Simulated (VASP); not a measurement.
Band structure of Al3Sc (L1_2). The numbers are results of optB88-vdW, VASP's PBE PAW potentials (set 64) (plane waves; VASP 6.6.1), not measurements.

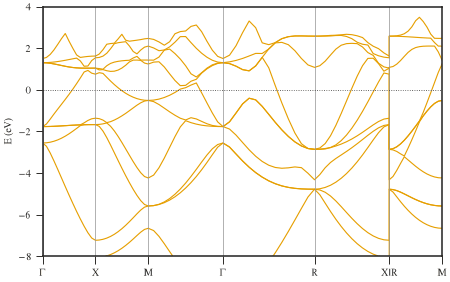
Figure: Bands along high-symmetry lines, zero at the valence-band maximum or, without a gap, the Fermi level

### Question
Read the plot: is there a gap, and where are the band edges?

### Answer
It has no gap at this level: it comes out as a metal or semimetal. (Edges off the drawn lines would not show.)

The compound is Al3Sc in the L1_2 structure. It was relaxed first.
